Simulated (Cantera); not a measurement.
A closed system holds: 1 mol C₂H₅OH, 0.056 mol NH₃, held at 1330 Pa.

Cantera equilibrium calculation (NASA polynomials, part measured and part estimated; ideal gas, pure solids and liquids). Candidate condensed phases: C, C₆H₆, C₇H₈, C₈H₁₈, H₂O; 136 gas species. Rates play no part.

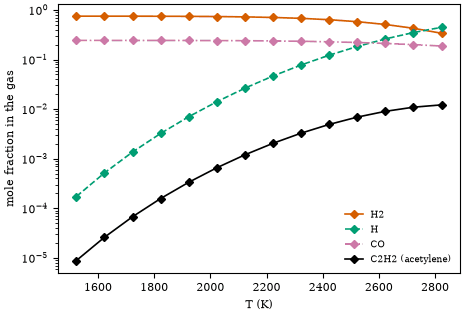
*Equilibrium gas composition (values under 1e-9 drawn at 1e-9)*

Question: Read off the mole fractions at 2623 K.

Answer: H₂ about 0.51, H about 0.26, CO about 0.21, C₂H₂ (acetylene) about 0.0090.
